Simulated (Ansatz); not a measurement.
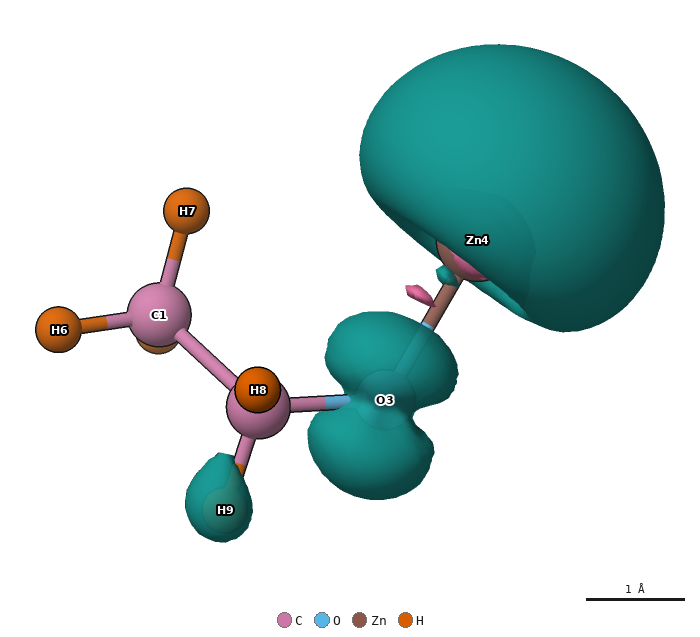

The picture shows: C$_{2}$H$_{5}$OZn (SMILES CC[O][Zn]) (doublet). Isosurfaces of the spin density at +0.015 (teal) and −0.015 e/Å³ (pink), seen at a tilt.

Geometry: BLYP-D3(BJ)/def2-SVP.

All numbers below come from isolated molecule in a Gaussian basis; Kohn-Sham density functional theory, functional PBE0 (Ansatz 0.2.0).

```xyz
9

C    -1.3341   -0.5145    0.8486
C    -0.1938   -1.5074    0.5703
O    -0.2903   -2.1467   -0.6832
Zn   -0.3506   -1.1509   -2.2826
H    -2.3162   -1.0107    0.7123
H    -1.2830   -0.1021    1.8783
H    -1.2838    0.3398    0.1375
H     0.7911   -0.9939    0.7173
H    -0.2272   -2.3171    1.3416
```

> Describe the spin distribution.

The unpaired spin (1 electron) lies mostly on Zn4 (about 0.8) and O3 (about 0.2), in electrons by Hirshfeld's partition.
